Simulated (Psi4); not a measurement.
**[B2H2F2]− (SMILES [BH2-]B(F)F): UBHandH/cc-pVDZ-F12**

Aim: the vertical electron affinity of [B2H2F2]− at UBHandH/cc-pVDZ-F12, from 2 runs. 

Program for the calculation: Psi4 1.11.

## 1. Starting point

[B2H2F2]− has 6 atoms, charge -1, and is taken as a doublet. SMILES: `[BH2-]B(F)F`. Geometry: relaxed at GFN2-xTB.

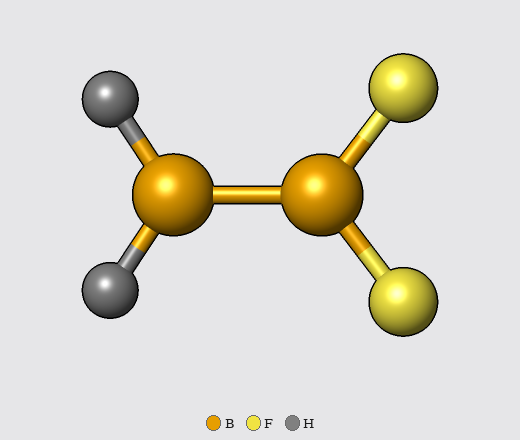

The structure, seen from a chosen angle (boron amber, fluorine yellow, hydrogen grey).

## 2. The energy at UBHandH/cc-pVDZ-F12

b2f2h2.xyz reads:

```xyz
6
B2F2H2
B     -0.328080     0.752540    -0.220650
B      0.279650    -0.638840     0.187100
F     -0.051890    -1.911440    -0.340810
F      1.272820    -0.892150     1.164420
H     -1.179650     0.888680    -1.067510
H      0.007150     1.801210     0.277450
```

run.py reads:

```python
import numpy as np
from ase.calculators.psi4 import Psi4
from ase.io import read

atoms = read('b2f2h2.xyz')
calc = Psi4(atoms=atoms, method='bhandh', basis='cc-pVDZ-F12', memory='1600MB', num_threads=1, charge=-1, multiplicity=2, label='calc', reference='uks')
calc.psi4.set_options({'scf_type': 'pk'})
atoms.calc = calc

print(f'energy: {atoms.get_potential_energy():.6f} eV')
```

Run with:

```console
$ python run.py
```

calc.dat:

```text
[...]
  Running in c1 symmetry.
[...]
  Nuclear repulsion =   91.248502597413122
[...]
  Multiplicity = 2
[...]
  Nalpha       = 16
  Nbeta        = 15
[...]
    Number of basis functions: 138
[...]
   @UKS iter   1:  -249.09793326981006   -9.42652e-01   4.40672e-03 DIIS/ADIIS
[...]
   @UKS iter   8:  -249.29247347183357   -1.77043e-07   6.32022e-07 DIIS
[...]
   @S^2 Observed:                7.520799347E-01
[...]
    Orbital Energies [Eh]
    ---------------------
    Alpha Occupied:
       1A    -24.979341     2A    -24.979143     3A     -6.868799
       4A     -6.753467     5A     -1.148505     6A     -1.114053
       7A     -0.457024     8A     -0.392293     9A     -0.380272
      10A     -0.349665    11A     -0.321020    12A     -0.304004
      13A     -0.280008    14A     -0.177923    15A     -0.170827
      16A     -0.015737
    Alpha Virtual:
      17A      0.130224    18A      0.149026    19A      0.156167
      20A      0.157932    21A      0.161206    22A      0.163854
      23A      0.184019    24A      0.243064    25A      0.294617
[...]
  @UKS Final Energy:  -249.29247347183357
   => Energetics <=
    Nuclear Repulsion Energy =             91.2485025974131219
    One-Electron Energy =                -534.3272956777839227
    Two-Electron Energy =                 207.8821871920199840
    DFT Exchange-Correlation Energy =     -14.0958675834827556
    Empirical Dispersion Energy =           0.0000000000000000
    VV10 Nonlocal Energy =                  0.0000000000000000
    Total Energy =                       -249.2924734718335742
[...]
 Multipole Moments:
 ------------------------------------------------------------------------------------
     Multipole            Electronic (a.u.)      Nuclear  (a.u.)        Total (a.u.)
 ------------------------------------------------------------------------------------
 L = 1.  Multiply by 2.5417464519 to convert [e a0] to [Debye]
 Dipole X            :          2.0880432           -1.5402047            0.5478385
 Dipole Y            :         -4.7859075            3.5327916           -1.2531159
 Dipole Z            :          1.4065530           -1.0375927            0.3689603
 Magnitude           :                                                    1.4165303
[...]
```

The script printed:

```text
energy: -6783.593729 eV
```

Run time: 15 s. Hardware: 1 thread of Intel Xeon Platinum 8488C (Sapphire Rapids), shared host; peak memory 1 GiB.

## 3. Singlet [B2H2F2]2−, same level

job.in reads:

```
memory 1.6 GB

molecule geom {
  -2 1
  B
  B 1 R2
  F 2 R3 1 A3
  F 2 R4 3 A4 1 D4
  H 1 R5 2 A5 4 D5
  H 1 R6 5 A6 2 D6

  R2 = 1.572111
  R3 = 1.417081
  A3 = 127.42625
  R4 = 1.41623
  A4 = 105.1012
  D4 = 179.79034
  R5 = 1.208668
  A5 = 123.62613
  D5 = -179.8578
  R6 = 1.208384
  A6 = 112.73818
  D6 = 179.90216
  units angstrom
  symmetry c1
}

set {
  reference uks
  scf_type  pk
}

energy_value, wavefunction = energy("bhandh/cc-pVDZ-F12", return_wfn=True)
```

Run with:

```console
$ psi4 -n 1 job.in job.out
```

job.out:

```text
[...]
  Running in c1 symmetry.
[...]
  Nuclear repulsion =   91.248502096095351
[...]
  Multiplicity = 1
[...]
  Nalpha       = 16
  Nbeta        = 16
[...]
    Number of basis functions: 138
[...]
   @UKS iter   1:  -248.64062632901022   -4.85345e-01   6.10424e-03 ADIIS/DIIS
[...]
   @UKS iter  11:  -249.13479573374264   -3.05759e-07   7.26175e-07 DIIS
[...]
   @S^2 Observed:               -6.750155990E-14
[...]
    Orbital Energies [Eh]
    ---------------------
    Alpha Occupied:
       1A    -24.847382     2A    -24.847181     3A     -6.732043
       4A     -6.613895     5A     -1.016765     6A     -0.982415
       7A     -0.322231     8A     -0.250093     9A     -0.248392
      10A     -0.213611    11A     -0.181433    12A     -0.169548
      13A     -0.150024    14A     -0.032144    15A     -0.027162
      16A      0.167516
    Alpha Virtual:
      17A      0.209069    18A      0.235883    19A      0.240530
      20A      0.246886    21A      0.252512    22A      0.272629
      23A      0.289121    24A      0.348008    25A      0.406719
[...]
  @UKS Final Energy:  -249.13479573374264
   => Energetics <=
    Nuclear Repulsion Energy =             91.2485020960953506
    One-Electron Energy =                -538.3216899360676280
    Two-Electron Energy =                 212.0793331944970816
    DFT Exchange-Correlation Energy =     -14.1409410882674411
    Empirical Dispersion Energy =           0.0000000000000000
    VV10 Nonlocal Energy =                  0.0000000000000000
    Total Energy =                       -249.1347957337426351
[...]
 Multipole Moments:
 ------------------------------------------------------------------------------------
     Multipole            Electronic (a.u.)      Nuclear  (a.u.)        Total (a.u.)
 ------------------------------------------------------------------------------------
 L = 1.  Multiply by 2.5417464519 to convert [e a0] to [Debye]
 Dipole X            :         -0.0007360            0.0036233            0.0028872
 Dipole Y            :          0.0003712            0.0001553            0.0005265
 Dipole Z            :          8.5668556           -3.9911692            4.5756865
 Magnitude           :                                                    4.5756874
[...]
```

It took 18 s on 1 thread of Intel Xeon Platinum 8488C (Sapphire Rapids), shared host; peak memory 1 GiB.

## 4. What came out

At UBHandH/cc-pVDZ-F12:

| quantity | value |
| --- | --- |
| doublet [B2H2F2]−: total energy | -249.29247 Eh |
| doublet [B2H2F2]−: HOMO energy (highest over α and β) | -0.43 eV |
| doublet [B2H2F2]−: LUMO energy (lowest over α and β) | 3.53 eV |
| doublet [B2H2F2]−: ⟨S²⟩ | 0.752 |
| singlet [B2H2F2]2−: total energy | -249.13480 Eh |
| singlet [B2H2F2]2−: HOMO energy | 4.56 eV |
| singlet [B2H2F2]2−: LUMO energy | 5.69 eV |
| singlet [B2H2F2]2−: HOMO–LUMO gap (to an unbound level, set by the basis) | 1.13 eV |
| vertical electron affinity (to the singlet dianion) | -4.291 eV |

The dianion lies 4.29 eV (99 kcal/mol) above the anion: the electron isn't bound at this level, and such a value depends on the basis. The HOMO (singlet [B2H2F2]2−) lies at positive energy, 4.56 eV; only total energies tell whether the electron is bound.
